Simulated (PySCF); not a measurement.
# C3H9In, SMILES `C[In](C)C`: electronic structure

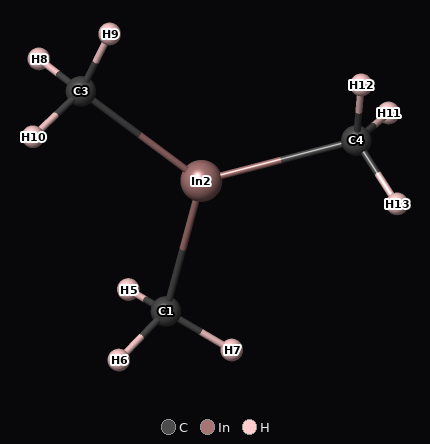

The molecule, with its atoms numbered as below. No frequency check shows the geometry to be a minimum.

Coordinates in Å:

```
C1       0.4742    2.1893   -0.0022
In2     -0.0019   -0.0025    0.0015
C3       1.6721   -1.4961   -0.0022
C4      -2.1393   -0.6837   -0.0017
H5       0.9875    2.4574   -0.9254
H6       1.1272    2.4310    0.8362
H7      -0.4384    2.7783    0.0777
H8       2.2480   -1.4056   -0.9229
H9       1.2805   -2.5096    0.0716
H10      2.3382   -1.3099    0.8398
H11     -2.5899   -0.4800   -0.9728
H12     -2.1997   -1.7526    0.1977
H13     -2.7030   -0.1455    0.7597
```

## 1. Bonding charge

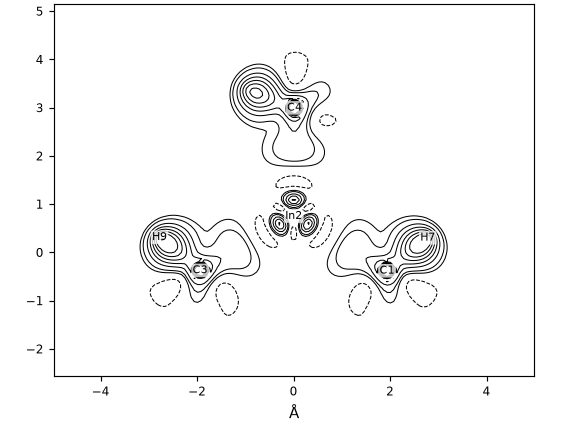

Deformation density (molecule less spherical, spin-averaged free atoms) in the plane of C1, In2, C3, C4, H7 and H9; contours at ±0.05 to ±0.8 e/Å³; solid lines: gain, dashed lines: loss.

Method: B3LYP/def2-SVPD; geometry: GFN2-xTB; program: PySCF. Core potentials replace the inner electrons of In; spin–orbit coupling isn't included.

> Describe the bonding that the map shows.

C3–H9: +0.64 e/Å³ at the bond critical point (bond length 1.09 Å). C1–H7: +0.64 e/Å³ at the bond critical point (bond length 1.09 Å). C1–In2: +0.10 e/Å³ at the bond critical point (bond length 2.24 Å). In2–C3: +0.10 e/Å³ at the bond critical point (bond length 2.24 Å). In2–C4: +0.10 e/Å³ at the bond critical point (bond length 2.24 Å). In all, 2.6 electrons gather in the regions of gain relative to the promolecule. A small or negative value marks a very polar bond, one between electron-rich atoms, whose free-atom densities already overlap strongly, a long bond to a heavier atom, or a closed-shell contact such as a hydrogen bond.

> Where do the Hirshfeld charges lie?

The highest Hirshfeld charge is on In2 (+0.54 e), the lowest on C1 (−0.24 e).

## 2. Bond critical points

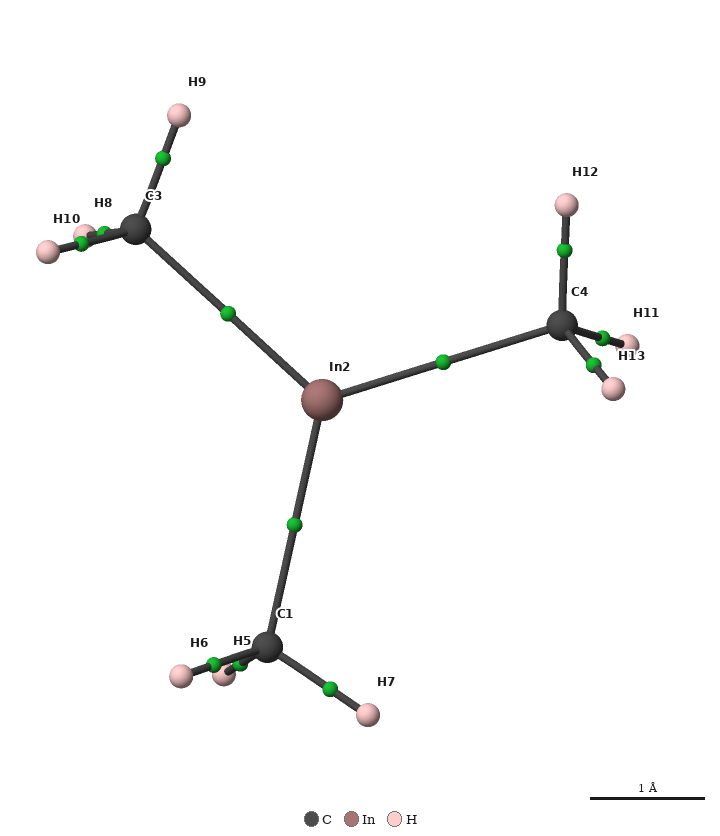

Molecular graph of the electron density (QTAIM): bond paths, bond critical points (green), ring points (magenta, if any); weak paths are dashed.

> How many critical points of each kind are there, and does the count close?

13 nuclei, 12 bond, 0 ring and 0 cage critical points: 13 − 12 + 0 − 0 = 1, as the Poincaré–Hopf relation requires.

> Give the properties at the bond critical points.

```
  bond  length (Å)  ρ (a.u.)  ∇²ρ (a.u.)     ε  H (a.u.)
 C3–H9       1.089     0.272       −0.97  0.03    −0.291
C4–H12       1.089     0.272       −0.97  0.03    −0.291
 C1–H7       1.089     0.272       −0.97  0.03    −0.291
C4–H13       1.090     0.271       −0.96  0.03    −0.289
C3–H10       1.090     0.271       −0.96  0.03    −0.288
 C1–H6       1.090     0.271       −0.96  0.03    −0.288
 C3–H8       1.090     0.270       −0.96  0.03    −0.288
 C1–H5       1.090     0.270       −0.96  0.03    −0.288
C4–H11       1.090     0.270       −0.95  0.03    −0.288
C1–In2       2.243     0.083       +0.15  0.02    −0.025
In2–C3       2.243     0.083       +0.15  0.02    −0.025
In2–C4       2.243     0.083       +0.15  0.02    −0.025
```

> What kind of interaction is C4–H11?

Shared-shell (covalent): ρ = 0.270, ∇²ρ = −0.95, H = −0.288 a.u.

## 3. Local ionisation energy

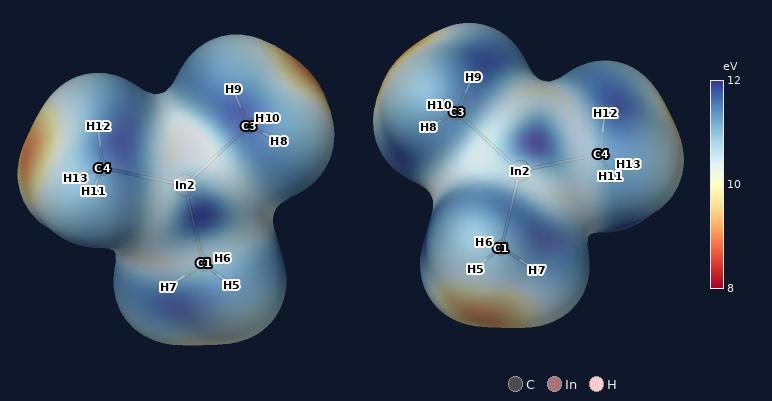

Average local ionisation energy on the surface of electron density 0.001 a.u. (back view left, front view right).

> Where are the most loosely bound electrons on this surface?

The lowest value is 9.0 eV, near H5 (1.92 Å), H7 (1.98 Å), H6 (2.07 Å) and C1 (2.08 Å). Further minima include 10.2 eV, off the In2–C3 bond (2.3 to 2.4 Å from its atoms); 10.3 eV, off the C1–H7 bond (2.1 to 2.2 Å from its atoms). For comparison, the highest occupied orbital lies at −6.8 eV.

> What volume does the surface enclose, and what is the dipole moment?

About 139 Å³; the dipole moment is 0.0 D.

## 4. In an electric field

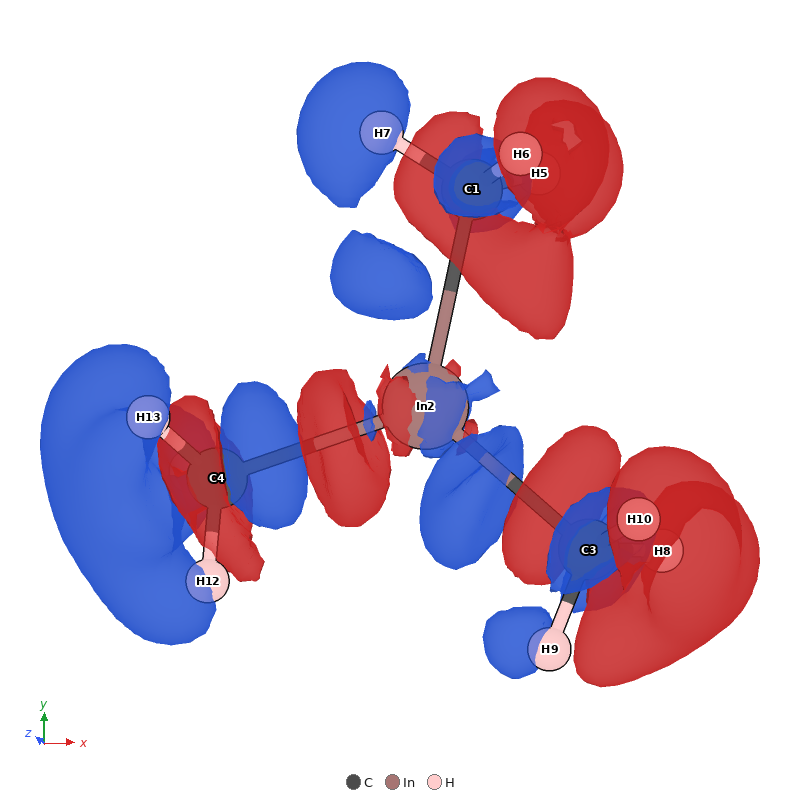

Change of the electron density in a uniform field of 0.21 V/Å, surfaces at ±0.0015 e/Å³ (blue: gain, red: loss).

Level of theory: B3LYP/def2-SVPD (PySCF), at a geometry from GFN2-xTB. Core potentials replace the inner electrons of In; spin–orbit coupling isn't included.

> Along which Cartesian direction does the field point?

Along +x: electrons gather on the −x side, against the field.

> What dipole is induced, and what polarisability does it imply?

The induced dipole is 0.96 D (along the field); α along this axis, from the fields in both directions, is 94 bohr³ (13.9 Å³).

> Which atoms gain and lose the most charge?

Electrons gather most on C4 (Hirshfeld charge changes by −0.009 e) and leave H10 most (+0.008 e); 0.073 electrons are displaced in all.
